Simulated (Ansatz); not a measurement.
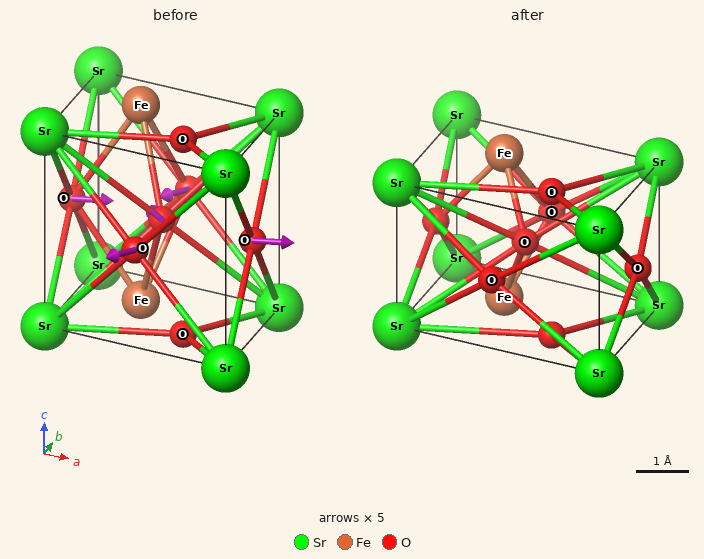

The structure of crystalline SrFeO4 (a generated structure, set up in P-6m2) (coarse preliminary run) before (left) and after (right) a relaxation, at one scale. The purple arrows give the displacements (the part carried along by the change of the cell is left out), 5 times their true length.

The picture is a ball-and-stick view of the cell of the calculation, seen slightly off an axis.

All numbers below come from DFT PBE, scalar-relativistic, plane waves, PAW (Ansatz). (plane-wave cutoff 420 eV; k-point mesh 6 × 6 × 4; occupations gaussian; smearing width 0.1 eV; collinear spin; cell and atoms relaxed; force threshold 0.04 eV/Å; at most 70 steps)

**What changed between the two?**

After 10 accepted moves (12 points after the start) the energy has fallen by 3.728 eV per cell of the calculation. The largest force component goes from 1.5 to 0.0061 eV/Å. Pressure: −8.79 GPa at the start and 0.28 GPa at the end. The SCF was repeated twice at an unchanged geometry on a basis and grid sized afresh for the cell, which shifted the energy by 0.115 eV per cell of the calculation at most. The largest moves relative to the cell, 0.17 Å, are those of O atoms. Fe and Sr stay in place. The volume changes by −7.7 %, with a = b 4.753 → 5.320 Å (+11.9 %), c 3.898 → 2.871 Å (−26.3 %). Among the contacts that change: Sr–Sr 3.898 → 2.871 Å, Fe–O 2.379 → 1.977 Å, O–Sr 2.744 → 3.071 Å, Fe–Sr 2.744 → 3.071 Å. Among the angles between lasting bonds that change: Sr–O–Sr 78.7° → 56.6°, Sr–O–Sr 101.3° → 122.9°, O–Fe–O 110.0° → 93.1°. The space group stays P-6m2 (No. 187). Cost: 4.3 min on 1 thread of Intel(R) Xeon(R) Processor @ 2.70GHz (shared host), peak memory 0.41 GiB.

Limits of the set-up: the k-point mesh is coarse for a cell with partly filled bands.
